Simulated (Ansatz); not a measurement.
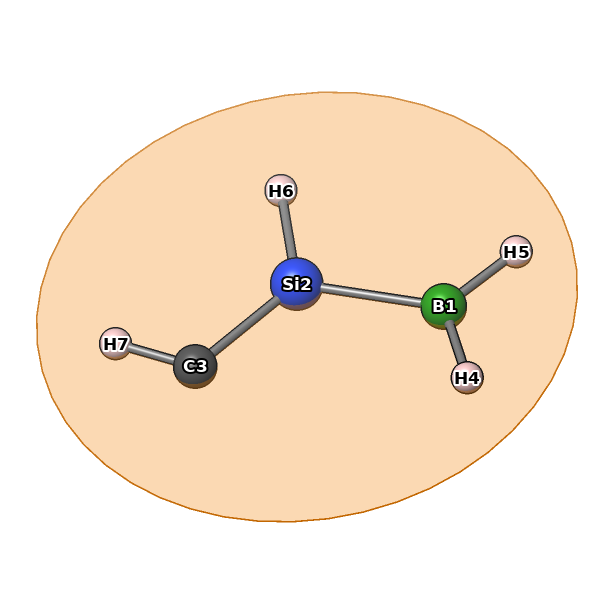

A disc through the centre of mass is drawn in. Distant atoms are faded towards the background colour. The species has charge −1 and is a spin singlet. Computed geometry: PBE0-D4/def2-TZVPD optimisation. No frequency run is at hand to confirm it as a minimum.

Question: Is the plane of the disc a mirror plane of the structure?

Answer: Yes. The reflection leaves B1, Si2, C3, H4, H5, H6, H7 in place. The point group is Cs.
